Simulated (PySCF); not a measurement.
# Si2H6O (disilanol): PBE/6-31G(d) (spherical functions)

Aim: the vertical singlet–triplet gap of Si2H6O (disilanol) at PBE/6-31G* (spherical functions), from 2 runs. 

Program for the calculation: PySCF 2.14.0.

### 1 Starting point

Si2H6O has 9 atoms, charge 0, and is taken as a singlet. SMILES: `O[SiH2][SiH3]`. The coordinates come from a PBE0-D4/def2-TZVP relaxation. This is one conformer, not always the lowest.

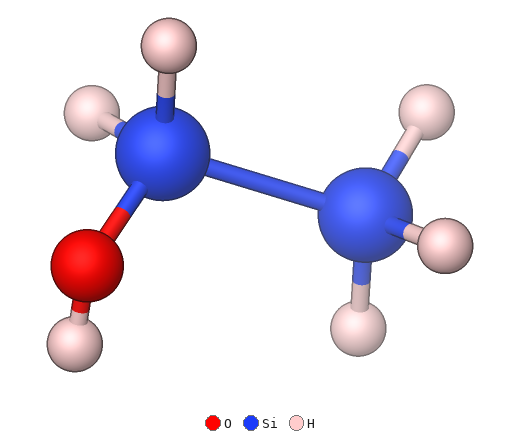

Viewed from a chosen angle; oxygen red, silicon blue, hydrogen pink.

### 2 A single-point energy at PBE/6-31G(d) (spherical functions)

File job.py:

```python
from pyscf import gto, dft

mol = gto.M(
    atom='''
O     -3.040569     1.965126    -1.439971
Si     0.009071     1.763303    -0.785937
Si     1.028389    -1.962292     1.395752
H     -3.773027     0.645152    -2.439258
H      1.569607     1.879333    -3.132788
H      0.588461     4.016046     0.780457
H      3.803830    -2.087769     1.841538
H      0.276278    -4.210688    -0.125100
H     -0.294797    -2.095895     3.872994
''',
    basis='6-31g*',
    verbose=3,
    charge=0,
    spin=0,
    max_memory=1860,
    unit='bohr',
)

myscf = dft.RKS(mol, xc='pbe')
myscf.grids.level = 4
myscf.conv_tol = 1e-10
myscf.kernel()
if not myscf.converged:
    myscf = myscf.newton().run(myscf.mo_coeff, myscf.mo_occ)

e_final = myscf.e_tot
print('E(%s) = %.9f' % ('PBE', e_final))
```

Launch:

```sh
$ OMP_NUM_THREADS=1 python job.py
```

The program printed:

```text
converged SCF energy = -657.392671974258
E(PBE) = -657.392671974
```

Run time: 9 s. Hardware: 1 thread of Arm Neoverse V1, shared host; peak memory 0.33 GiB.

### 3 The triplet at the same level

File calc.py:

```python
from pyscf import gto, dft

mol = gto.M(
    atom='''
O     -3.040569     1.965126    -1.439971
Si     0.009071     1.763303    -0.785937
Si     1.028389    -1.962292     1.395752
H     -3.773027     0.645152    -2.439258
H      1.569607     1.879333    -3.132788
H      0.588461     4.016046     0.780457
H      3.803830    -2.087769     1.841538
H      0.276278    -4.210688    -0.125100
H     -0.294797    -2.095895     3.872994
''',
    max_memory=1860,
    unit='bohr',
    basis='6-31g*',
    verbose=3,
    spin=2,
)

myscf = dft.UKS(mol, xc='pbe')
myscf.conv_tol = 1e-10
myscf.grids.level = 4
myscf.kernel()
if not myscf.converged:
    myscf = myscf.newton().run(myscf.mo_coeff, myscf.mo_occ)

energy = myscf.e_tot
print(f'total energy: {energy:.8f} hartree')
```

Launch:

```sh
$ OMP_NUM_THREADS=1 python calc.py
```

The program printed:

```text
WARN: HOMO -0.072548165421277 >= LUMO -0.293617144183278

WARN: HOMO -0.0571004799461274 >= LUMO -0.0721736890259268

WARN: HOMO -0.0611164552867511 >= LUMO -0.235294346708592

WARN: HOMO -0.0673233333973546 >= LUMO -0.240498818867441

WARN: HOMO -0.0627971757577872 >= LUMO -0.243507233030988

WARN: HOMO -0.0636254924404343 >= LUMO -0.245614938700144

WARN: HOMO -0.0631265220132957 >= LUMO -0.244647536373877

WARN: HOMO -0.063131494792676 >= LUMO -0.2444008206889

WARN: HOMO -0.0632354710256124 >= LUMO -0.244466889861633

WARN: HOMO -0.0631859421130332 >= LUMO -0.2444071646307

WARN: HOMO -0.0632064258190774 >= LUMO -0.244423365018205

WARN: HOMO -0.0632058837156935 >= LUMO -0.244422664867756

WARN: HOMO -0.0632057453246584 >= LUMO -0.244422410514394

WARN: HOMO -0.0632057027026884 >= LUMO -0.244422358058599

converged SCF energy = -657.201137936177  <S^2> = 2.0020088  2S+1 = 3.0013389
total energy: -657.20113794 hartree
```

It took 17 s on 1 thread of Arm Neoverse V1, shared host; peak memory 0.34 GiB.

### 4 Summary of results

At PBE/6-31G* (spherical functions):

| quantity | value |
| --- | --- |
| singlet: total energy | -657.39267 Eh |
| singlet: dipole moment | 1.25 D |
| singlet: HOMO energy | -6.41 eV |
| singlet: LUMO energy | -0.94 eV |
| singlet: HOMO–LUMO gap | 5.47 eV |
| triplet: total energy | -657.20114 Eh |
| triplet: dipole moment | 1.44 D |
| triplet: HOMO energy (highest over α and β) | -1.72 eV |
| triplet: ⟨S²⟩ | 2.002 |
| vertical energy of the triplet above the singlet | 5.212 eV |

In words: At this shape the triplet lies 5.21 eV (120 kcal/mol) above the singlet.
